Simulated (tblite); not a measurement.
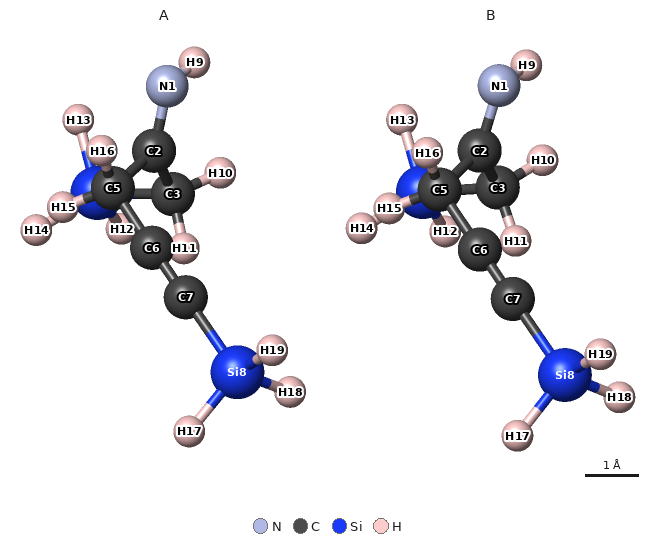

Two geometries of C5H11NSi2, drawn at one scale. One is the start of a relaxation, the other its converged end. Style: ball-and-stick. Shown from a free direction.

These are results of tblite, GFN2-xTB geometry optimisation, gas phase, not measurements. 

Question: Which of the two is the end point?

Answer: Structure A is the relaxed one. The largest move after the best rigid fit is that of an H atom, 0.27 Å. By element the largest moves are H 0.27 Å, C 0.16 Å, N 0.11 Å, Si 0.10 Å. Among the contacts that change: C–N 1.302 → 1.259 Å, C–Si 1.875 → 1.912 Å, C–Si 1.879 → 1.843 Å, H–Si 1.488 → 1.463 Å. Bond angles that change, for instance: N–C–C 121.2° → 126.8°, C–C–C 119.9° → 116.0°, C–N–H 111.3° → 115.1°. Over 71 geometry steps the energy falls by 4.36 kcal/mol.
